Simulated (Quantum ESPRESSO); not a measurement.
# MoSi2N4, 1 layer: a series in biaxial strain, part 3 of 7

What law, if any, do the results for MoSi2N4, 1 layer follow against biaxial strain?

Quantum ESPRESSO 7.5; plane-wave DFT, PBE, GBRV ultrasoft pseudopotentials.

So far. Step 2 (Variable-cell relaxation of the reference):  The last row is no step: it is a fresh SCF in the final cell with a new plane-wave basis, +1 meV from the row before. Step 3 (Relaxing the ions, -4 %): The relaxation lowers the energy by 12 meV an atom.

### Step 4. Self-consistent run, -4 %

The self-consistent run of this member.

m0.scf.in

```
&control
  prefix = 'm0.scf'
  outdir = './out'
  pseudo_dir = './pseudo'
  calculation = 'scf'
  tprnfor = .true.
/
&system
  ibrav = 0
  nat = 7
  ntyp = 3
  ecutwfc = 40
  ecutrho = 200
  occupations = 'smearing'
  smearing = 'fd'
  degauss = 0.002
  nbnd = 25
/
&electrons
  conv_thr = 1e-09
  mixing_beta = 0.4
  electron_maxstep = 120
  mixing_mode = 'plain'
/
ATOMIC_SPECIES
  N   14.0070  n_pbe_v1.2.uspp.F.UPF
  Si  28.0850  si_pbe_v1.uspp.F.UPF
  Mo  95.9500  mo_pbe_v1.uspp.F.UPF
CELL_PARAMETERS angstrom
  2.78505087648000 0.00000000000000 0.00000000000000
  -1.39252543872000 2.41192480992000 0.00000000000000
  0.00000000000000 0.00000000000000 21.86179061700000
ATOMIC_POSITIONS crystal
  N   0.000000000000 0.000000000000 0.334672062300
  Si  0.333333333300 0.666666666700 0.360911190200
  N   0.333333333300 0.666666666700 0.441030624400
  Mo  0.000000000000 0.000000000000 0.500000000000
  N   0.333333333300 0.666666666700 0.558969375600
  Si  0.333333333300 0.666666666700 0.639088809800
  N   0.000000000000 0.000000000000 0.665327937700
K_POINTS automatic
  12 12 1 0 0 0
```

Started as:

```bash
OMP_NUM_THREADS=1 mpirun -n 4 pw.x -nk 4 -in m0.scf.in > m0.scf.out
```

What it wrote:

```text
[banner, memory and clock lines left out]
Program PWSCF v.7.5 starts
[citation notice left out]

[...]
Message from routine setup:
[...]
bravais-lattice index     =            0
     lattice parameter (alat)  =       5.2630  a.u.
     unit-cell volume          =     991.0127 (a.u.)^3
     number of atoms/cell      =            7
     number of atomic types    =            3
     number of electrons       =        42.00
     number of Kohn-Sham states=           25
     kinetic-energy cutoff     =      40.0000  Ry
     charge density cutoff     =     200.0000  Ry
     scf convergence threshold =      1.0E-09
     mixing beta               =       0.4000
     number of iterations used =            8  plain     mixing
     Exchange-correlation= SLA  PW   PBE  PBE
                           (   1   4   3   4   0   0   0)

[...]
PseudoPot. # 1 for N  read from file:
     ./pseudo/n_pbe_v1.2.uspp.F.UPF
     Pseudo is Ultrasoft + core correction, Zval =  5.0
     Generated by new atomic code, or converted to UPF format
     Using radial grid of  729 points,  4 beta functions with:
                l(1) =   0
                l(2) =   0
                l(3) =   1
                l(4) =   1
     Q(r) pseudized with  8 coefficients,  rinner =    0.900   0.900   0.900

     PseudoPot. # 2 for Si read from file:
     ./pseudo/si_pbe_v1.uspp.F.UPF
     Pseudo is Ultrasoft + core correction, Zval =  4.0
     Generated by new atomic code, or converted to UPF format
     Using radial grid of  899 points,  6 beta functions with:
                l(1) =   0
                l(2) =   0
                l(3) =   1
                l(4) =   1
                l(5) =   2
                l(6) =   2
     Q(r) pseudized with  8 coefficients,  rinner =    0.900   0.900   0.900
                                                       0.900   0.900

     PseudoPot. # 3 for Mo read from file:
     ./pseudo/mo_pbe_v1.uspp.F.UPF
     Pseudo is Ultrasoft + core correction, Zval = 14.0
     Generated by new atomic code, or converted to UPF format
     Using radial grid of  889 points,  6 beta functions with:
                l(1) =   0
                l(2) =   0
                l(3) =   1
                l(4) =   1
                l(5) =   2
                l(6) =   2
     Q(r) pseudized with  6 coefficients,  rinner =    1.000   1.000   1.000
                                                       1.000   1.000

     atomic species   valence    mass     pseudopotential
     N                 5.00    14.00700     N ( 1.00)
     Si                4.00    28.08500     Si( 1.00)
     Mo               14.00    95.95000     Mo( 1.00)

     12 Sym. Ops. (no inversion) found

[...]
number of k points=    19  Fermi-Dirac smearing, width (Ry)=  0.0020
[...]
Dense  grid:    47363 G-vectors     FFT dimensions: (  24,  24, 192)

     Smooth grid:    33959 G-vectors     FFT dimensions: (  24,  24, 180)

     Initial potential from superposition of free atoms

     starting charge      41.9976, renormalised to      42.0000

     negative rho (up, down):  1.470E-03 0.000E+00
     Starting wfcs are   37 randomized atomic wfcs

     per-process dynamical memory:    72.2 Mb

     Self-consistent Calculation

     iteration #  1     ecut=    40.00 Ry     beta= 0.40
     Davidson diagonalization with overlap
     ethr =  1.00E-02,  avg # of iterations =  2.5

     negative rho (up, down):  1.579E-03 0.000E+00

     total energy              =    -239.06421261 Ry
     estimated scf accuracy    <       1.94388532 Ry

     iteration #  2     ecut=    40.00 Ry     beta= 0.40
[...]
negative rho (up, down):  1.602E-03 0.000E+00

[...]
total energy              =    -239.34144968 Ry
     estimated scf accuracy    <       0.63561443 Ry

     iteration #  3     ecut=    40.00 Ry     beta= 0.40
[...]
negative rho (up, down):  1.709E-03 0.000E+00

[...]
total energy              =    -239.49061558 Ry
     estimated scf accuracy    <       0.28873974 Ry

     iteration #  4     ecut=    40.00 Ry     beta= 0.40
[...]
negative rho (up, down):  1.901E-03 0.000E+00

[...]
total energy              =    -239.52097032 Ry
     estimated scf accuracy    <       0.01417225 Ry

     iteration #  5     ecut=    40.00 Ry     beta= 0.40
[...]
negative rho (up, down):  1.971E-03 0.000E+00

[...]
total energy              =    -239.52361071 Ry
     estimated scf accuracy    <       0.00815401 Ry

     iteration #  6     ecut=    40.00 Ry     beta= 0.40
[...]
negative rho (up, down):  1.990E-03 0.000E+00

[...]
total energy              =    -239.52435495 Ry
     estimated scf accuracy    <       0.00034538 Ry

[...]
iteration # 10     ecut=    40.00 Ry     beta= 0.40
[...]
negative rho (up, down):  2.001E-03 0.000E+00

[...]
total energy              =    -239.52451381 Ry
     estimated scf accuracy    <       0.00000008 Ry

     iteration # 11     ecut=    40.00 Ry     beta= 0.40
[...]
negative rho (up, down):  2.002E-03 0.000E+00

[...]
total energy              =    -239.52451383 Ry
     estimated scf accuracy    <       0.00000001 Ry

     iteration # 12     ecut=    40.00 Ry     beta= 0.40
[...]
negative rho (up, down):  2.002E-03 0.000E+00

[...]
total energy              =    -239.52451383 Ry
     estimated scf accuracy    <          3.5E-09 Ry

     iteration # 13     ecut=    40.00 Ry     beta= 0.40
[...]
negative rho (up, down):  2.002E-03 0.000E+00

[...]
End of self-consistent calculation

          k = 0.0000 0.0000 0.0000 (  4211 PWs)   bands (ev):

   -58.3938 -32.5637 -31.9126 -31.9126 -16.5031 -16.4289 -13.4654 -12.1356
    -6.0276  -3.5919  -1.5714  -0.9502  -0.9502  -0.6873  -0.6873  -0.6002
    -0.6002   0.2261   0.7163   0.7163   2.3979   5.7845   5.7845   6.3892
     6.3892

          k = 0.0000 0.0962 0.0000 (  4243 PWs)   bands (ev):

   -58.3808 -32.5445 -32.0072 -31.9327 -16.3753 -16.3055 -13.3472 -12.1133
    -5.8855  -3.6123  -1.5917  -1.2795  -1.2101  -0.9987  -0.9212  -0.8200
    -0.5940   0.0665   0.5474   0.8000   2.3452   5.5764   5.7571   6.2877
     6.5900

[...]
the Fermi energy is     4.3798 ev

!    total energy              =    -239.52451383 Ry
     estimated scf accuracy    <          2.6E-10 Ry
     smearing contrib. (-TS)   =      -0.00000000 Ry
     internal energy E=F+TS    =    -239.52451383 Ry

     The total energy is F=E-TS. E is the sum of the following terms:
     one-electron contribution =   -2573.38687385 Ry
     hartree contribution      =    1297.40775684 Ry
     xc contribution           =     -50.49503304 Ry
     ewald contribution        =    1086.94963622 Ry

     convergence has been achieved in  13 iterations

     negative rho (up, down):  2.002E-03 0.000E+00

     Forces acting on atoms (cartesian axes, Ry/au):

     atom    1 type  1   force =     0.00000000    0.00000000    0.00008922
     atom    2 type  2   force =     0.00000000    0.00000000    0.00013188
     atom    3 type  1   force =     0.00000000   -0.00000000   -0.00006081
     atom    4 type  3   force =     0.00000000    0.00000000    0.00000000
     atom    5 type  1   force =     0.00000000    0.00000000    0.00006081
     atom    6 type  2   force =     0.00000000    0.00000000   -0.00013188
     atom    7 type  1   force =     0.00000000   -0.00000000   -0.00008922

     Total force =     0.000241     Total SCF correction =     0.000046
     SCF correction compared to forces is large: reduce conv_thr to get better values

[...]
```

Run time: 10 s. Hardware: 4 MPI ranks of AMD EPYC 9R14 (Zen 4), shared host; peak memory 0.49 GiB; 41 s of CPU time.

Numbers from this step:

```
free energy                          : -3258.8970 eV
Fermi energy                         : 4.380 eV
valence top, on the run's zero       : 2.418 eV
conduction bottom, on the run's zero : 5.190 eV
gap by band count                    : 2.771 eV
```

### Step 5. Potential by pp.x, -4 %

plot_num = 11 writes the bare and Hartree potential, from which vacuum levels or, in a crystal, the mean potential are read.

m0.pot.in

```
&inputpp
  prefix = 'm0.scf'
  outdir = './out'
  filplot = 'm0.pot.dat'
  plot_num = 11
/
```

Started as:

```bash
OMP_NUM_THREADS=1 mpirun -n 4 pp.x -in m0.pot.in > m0.pot.out
```

What it wrote:

```text
[banner, memory and clock lines left out]
Program POST-PROC v.7.5 starts

          URL

     ./out/m0.scf.save/

     IMPORTANT: XC functional enforced from input :
     Exchange-correlation= PBE
                           (   1   4   3   4   0   0   0)
     Any further DFT definition will be discarded
     Please, verify this is what you really want

     negative rho (up, down):  2.002E-03 0.000E+00

     Calling punch_plot, plot_num =  11
     Writing data to file  m0.pot.dat
     Message from routine chdens:
     namelist plot not found or invalid, exiting
```

Elapsed: 1.5 s, on 4 MPI ranks; peak memory 0.09 GiB.

Numbers from this step:

```
slope of the potential above                                          : -3.96e-5 eV/Å
upper vacuum line continued to the top atoms, over the valence top    : 6.106 eV
slope of the potential below                                          : 1.14e-5 eV/Å
lower vacuum line continued to the bottom atoms, over the valence top : 6.106 eV
vacuum level at the upper face over the valence top of the mesh       : 6.106 eV
vacuum level at the lower face over the valence top of the mesh       : 6.106 eV
```

The potential energy, planar mean oscillates, so the rows of the table below give means over windows of 1.02 Å about each position, cut where the curve ends. Its maxima inside the range that stand out by 2 % of the span (Å: eV): 9.0: 0.170, 10.0: -7.76, 11.8: -7.76, 12.9: 0.170. Its minima: 7.5: -21.4, 9.7: -10.6, 10.9: -36.1, 12.2: -10.6, 14.3: -21.4.

Electrostatic potential energy of an electron; zero at the highest filled level of the SCF mesh. The potential energy, planar mean by z; means over each step:

```csv
z (Å),"potential energy, planar mean (eV)"
0.51,6.11
1.53,6.11
2.55,6.11
3.57,6.11
4.59,6.10
5.61,5.91
6.63,-0.0262
7.65,-18.5
8.67,-4.70
9.69,-7.85
10.71,-26.6
11.73,-13.0
12.75,-3.29
13.77,-14.4
14.79,-10.1
15.81,5.23
16.83,6.08
17.85,6.11
18.87,6.11
19.89,6.11
20.91,6.11
```

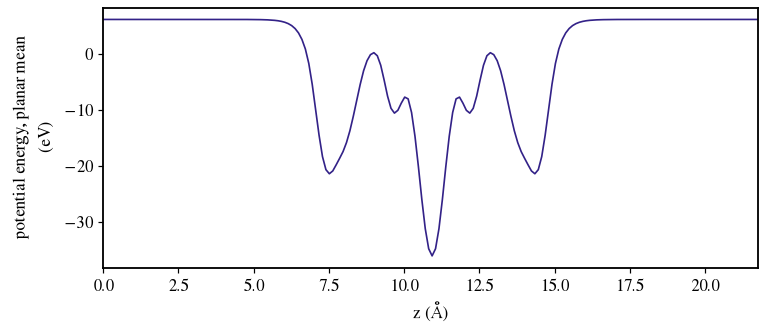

Potential energy, planar mean, plotted against z.

[end of part 3 of 7]

[Logs are printed without paths, hosts, clocks, repeated set-up lines and the standing remarks that a program may print on its own settings, such as how far it seeks lower states.]

[Hosts, paths, dates, database ids (printed as entryN), source tags and the programs' standing remarks are cut or masked in the printed files.]

[Maps of the electrostatic potential energy from Ansatz leave out the sawtooth potential of an applied field or a dipole correction, so their vacuum need not be flat; planar profiles and work functions include it.]
